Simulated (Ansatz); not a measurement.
Cost and result by functional for the adsorption energy of CH3 on the 1x1 (0001) surface of hcp Ti, one in a 2x2 cell, started at the site 'hollow Ti-Ti-Ti', in Ansatz (plane waves, PAW). Single points on the PBE structure, on one kind of machine; costs are rough ratios of the slab run's core time (references not counted) to the cheapest single point. r2SCAN's cost holds its higher cutoff (500 against 420 eV). Differences are taken against r2SCAN for comparison alone: no measured value is at hand, so the table doesn't rank accuracy.

Set-up: 20 atoms, 6.8 Å thick at the start under the adsorbate (thin: gaps and levels are the slab's own); mesh 6x6x1; 0.1 eV smearing; dipole correction on; 8 atoms held, the rest relaxed; start symmetry kept, larger cells not searched; no spin, no spin-orbit, no U, no dispersion correction. At the end it is bonded to 3 Ti. In PBE it is, or lies within 0.03 eV of, the lowest of the starts that converged. These notes are the PBE run's. Adsorption energies are against CH4(g) − ½ H2(g). A negative adsorption energy means that the adsorbate is more stable on the surface than in its reference.

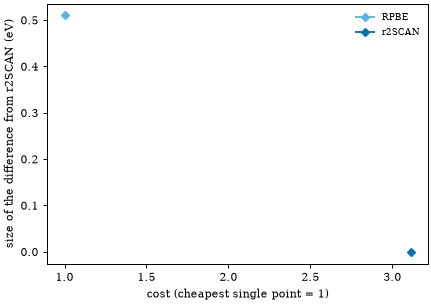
Difference from r2SCAN against cost

```tsv
functional	relative cost	adsorption energy (eV)	less r2SCAN (eV)
RPBE	1	-0.05	0.51
r2SCAN	3	-0.56	0.00
PBE (the relaxed run's value)	–	-0.28	0.28
```

The values span 0.51 eV, while the single points' costs differ by a factor of roughly 3. Differences are of unrounded values.

Ansatz is an electronic-structure program.
